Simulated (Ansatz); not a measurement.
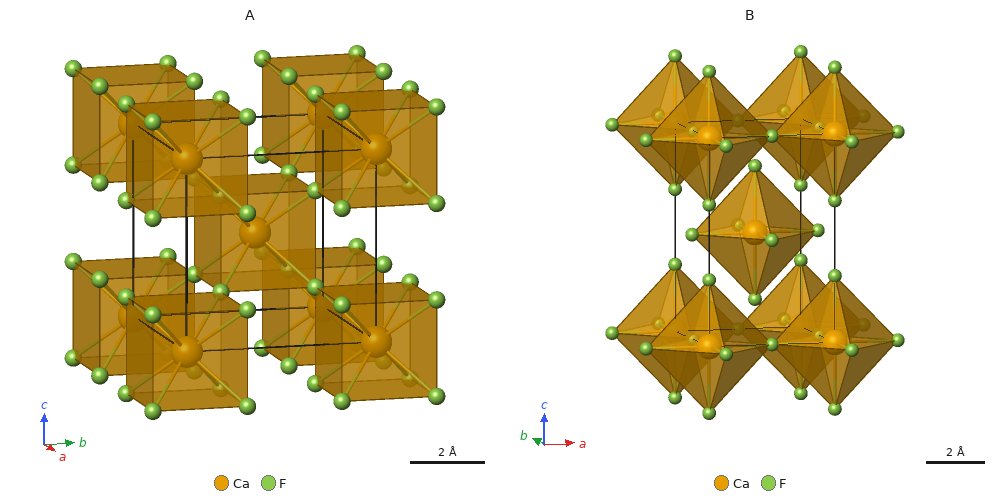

Two structures of CaF4, each relaxed to rest (conventional cells in solid outline, small ones repeated, not to one scale). Method: DFT PBE+D3(BJ), scalar-relativistic, plane waves, PAW in Ansatz 0.2.0, with collinear spins.

> Which two forms are compared?

A: 10 atoms a cell on a body-centred cubic lattice, Im-3m. B: 10 atoms a cell on a body-centred tetragonal lattice, I4/mmm.

> Which is the more stable form at this level of theory?

A is lower, by 68 meV/atom at this level of theory (energies at zero smearing). Volumes: A 15.4, B 14.7 Å³/atom.

One or both may be structure types tried for this composition rather than known phases.
